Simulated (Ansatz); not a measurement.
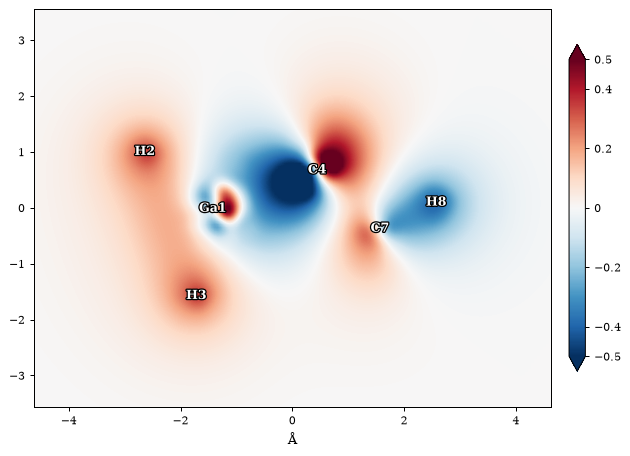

The picture shows: C2H7Ga. The HOMO on the plane of atoms Ga1, C4 and C7 (values in Å⁻³ᐟ²; the overall sign is arbitrary).

The calculation used Ansatz 0.2.0, RKS PBE/def2-SVP.

```xyz
10

Ga    0.0242    0.0400    0.0654
H    -0.0611    0.0231    1.6512
H     1.4493    0.1010   -0.6354
C    -1.6435   -0.0268   -1.0166
H    -2.1588   -0.9695   -0.7202
H    -2.3061    0.7798   -0.6287
C    -1.4853    0.0637   -2.5383
H    -2.4610   -0.0049   -3.0663
H    -1.0160    1.0203   -2.8486
H    -0.8424   -0.7482   -2.9372
```

Question: Describe this orbital and give its energy.

Answer: By Hirshfeld shares it lies mainly on C4 (about 35 %), Ga1 (about 25 %), C7 (about 10 %), H3 (about 5 %), H2 (about 5 %) and H8 (about 5 %). Its energy is −6.27 eV.
